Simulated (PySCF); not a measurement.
**MP2/SBKJC (core potential) run of HS− (SMILES [SH-])**

Aim: the vertical singlet–triplet gap of HS− at MP2/SBKJC (core potential), from 2 runs. The job is set up through a Python script.

Program for the calculation: PySCF 2.14.0.

13 further runs of the same task are left out: 3 that didn't finish, 10 set aside as unsound or not needed.

## 1. The structure to begin with

HS−: 2 atoms, total charge -1, spin state singlet. SMILES: `[SH-]`. The shape is that of a PBE0-D4/def2-TZVPD optimisation.

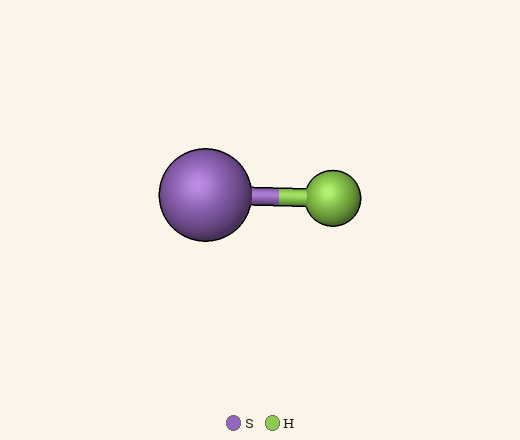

The structure, seen from a chosen angle (sulfur purple, hydrogen green).

## 2. A single-point energy at MP2/SBKJC (core potential)

Contents of run.py:

```python
from pyscf import gto, mp

mol = gto.M(
    atom='''
S    0.574700  -0.187900   0.295500
H   -0.574700   0.187900  -0.295500
''',
    spin=0,
    basis='sbkjc',
    max_memory=1860,
    charge=-1,
    verbose=3,
    ecp={'S': 'sbkjc'},
)

mf = mol.RHF()
mf.conv_tol = 1e-10
mf.kernel()
if not mf.converged:
    mf = mf.newton().run(mf.mo_coeff, mf.mo_occ)

pt = mp.MP2(mf).run()
e_tot = pt.e_tot
print('E = %.10f Eh' % e_tot)
```

On the command line:

```sh
OMP_NUM_THREADS=1 python run.py
```

Standard output:

```text
converged SCF energy = -10.5041901030456
E(RMP2) = -10.5469033529864  E_corr = -0.0427132499407364
E(SCS-RMP2) = -10.549473218484  E_corr = -0.0452831154383495
E = -10.5469033530 Eh
```

It took 0.74 s on 1 thread of Arm Neoverse V1, shared host; peak memory 0.12 GiB.

## 3. The triplet, same level

Contents of run.py:

```python
from pyscf import gto, mp

mol = gto.Mole()
mol.atom = '''
S        0.574700      -0.187900       0.295500
H       -0.574700       0.187900      -0.295500
'''
mol.basis = 'sbkjc'
mol.spin = 2
mol.max_memory = 1860
mol.ecp = {'S': 'sbkjc'}
mol.charge = -1
mol.verbose = 3
mol.build()

calc0 = mol.UHF()
calc0.conv_tol = 1e-10
calc0.kernel()
if not calc0.converged:
    calc0 = calc0.newton().run(calc0.mo_coeff, calc0.mo_occ)

pt = mp.MP2(calc0).run()
etot = pt.e_tot
print('Final energy', etot)
```

On the command line:

```sh
OMP_NUM_THREADS=1 python run.py
```

Standard output:

```text
WARN: HOMO 0.235962623901195 >= LUMO -0.156030585312927

converged SCF energy = -10.2826177818341  <S^2> = 2.0027811  2S+1 = 3.0018535
E(UMP2) = -10.3101862096958  E_corr = -0.0275684278617329
E(SCS-UMP2) = -10.311147482154  E_corr = -0.0285297003198368
Final energy -10.310186209695846
```

Run time: 0.81 s. Hardware: 1 thread of Arm Neoverse V1, shared host; peak memory 0.12 GiB.

## 4. Outcome

At MP2/SBKJC (core potential):

```
                                                           quantity         value
                                              singlet: total energy  -10.54690 Eh
                       singlet: HOMO energy (Hartree–Fock orbitals)      -2.07 eV
                       singlet: LUMO energy (Hartree–Fock orbitals)      12.77 eV
     singlet: HOMO–LUMO gap (to an unbound level, set by the basis)      14.84 eV
                                        singlet: correlation energy     -42.7 mEh
                                              triplet: total energy  -10.31019 Eh
triplet: HOMO energy (Hartree–Fock orbitals) (highest over α and β)       4.47 eV
 triplet: LUMO energy (Hartree–Fock orbitals) (lowest over α and β)       7.19 eV
                                        triplet: correlation energy     -27.6 mEh
                         triplet: ⟨S²⟩ of the reference determinant         2.003
                   vertical energy of the triplet above the singlet      6.441 eV
```

In words: At this shape the triplet lies 6.44 eV (622 kJ/mol) above the singlet. For an anion a state so high probably lies above electron detachment. The HOMO (triplet) lies at positive energy, 4.47 eV: the electron is unbound at this level or held by a compact basis; values depend on the basis.
